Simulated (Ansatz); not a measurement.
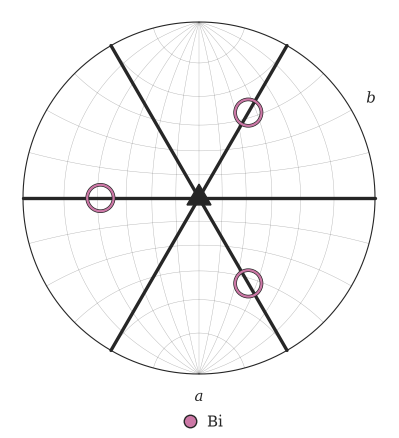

Directions from one bismuth atom at (1/3, 2/3, 0.900) to its bonded neighbours, in stereographic projection down c (filled: above the plane of the page or in it, open: below). Crystal: Bi, the end point of a relaxation at fixed volume with DFT PBE, spin-orbit coupling, plane waves, PAW (Ansatz). Geometry calculated from the standardised cell; symmetry tolerance 0.002 Å.

Neighbours are counted up to 3.48 Å for Bi. The symmetry elements of the site are drawn in: heavy lines are mirror planes (a heavy rim: a mirror in the plane of the page); lens, triangle, square and hexagon are 2-, 3-, 4- and 6-fold axes, a lens in an open square is −4, a triangle in an open hexagon −6; thin dashed diameters join the ends of axes that lie in the page; a small open circle marks inversion.

```yaml
crystal:
  lattice:
    - [4.58905, 0.00000, 0.00000]
    - [-2.29453, 3.97423, 0.00000]
    - [0.00000, 0.00000, 12.16547]
  atoms:
    - { symbol: Bi, position: [0.33333, 0.66667, 0.90002] }
    - { symbol: Bi, position: [0.00000, 0.00000, 0.76664] }
    - { symbol: Bi, position: [0.00000, 0.00000, 0.23336] }
    - { symbol: Bi, position: [0.66667, 0.33333, 0.09998] }
    - { symbol: Bi, position: [0.66667, 0.33333, 0.56669] }
    - { symbol: Bi, position: [0.33333, 0.66667, 0.43331] }
```

**How many neighbours are there, and at what angles?**

3: 3 Bi at 3.11 Å. Angles between bonds: 95° (3×).

**What is the site's symmetry in the crystal?**

Point group 3m (C3v), order 6: one threefold axis, three mirror planes. In R-3m, No. 166, hexagonal axes this is Wyckoff position 6c.
